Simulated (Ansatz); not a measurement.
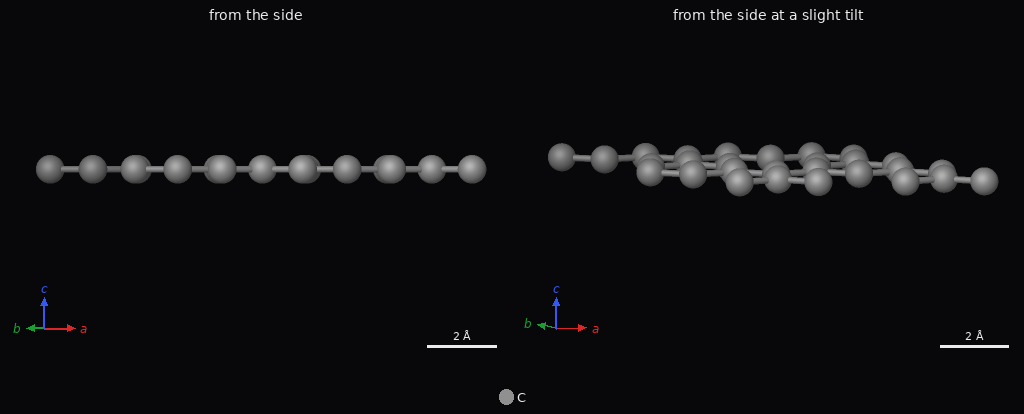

A ball-and-stick picture of a periodic sheet, seen from the side and from the side at a slight tilt. The surface normal points up in side views; the vacuum is left out. 2×2 cells are drawn in the plane, with atoms at the edges repeated.

The cell holds 7 C.

Q: What is its extent along the surface normal?

A: About 0.0 Å from the lowest to the highest atom.

Q: How are the atoms bonded?

A: C takes three kinds of site: three a cell with three C in a distorted trigonal planar arrangement at about 1.4 Å; three a cell with two C in a bent arrangement at about 1.4 Å; one a cell with three C in a trigonal planar arrangement at about 1.4 Å. The bonds build C layers parallel to the surface.

Provenance: a structure type filled with this element by a generator (whether the element takes this form wasn't checked). The geometry is the end of a relaxation with Ansatz 0.2.0, DFT PBE, scalar-relativistic, plane waves, PAW.
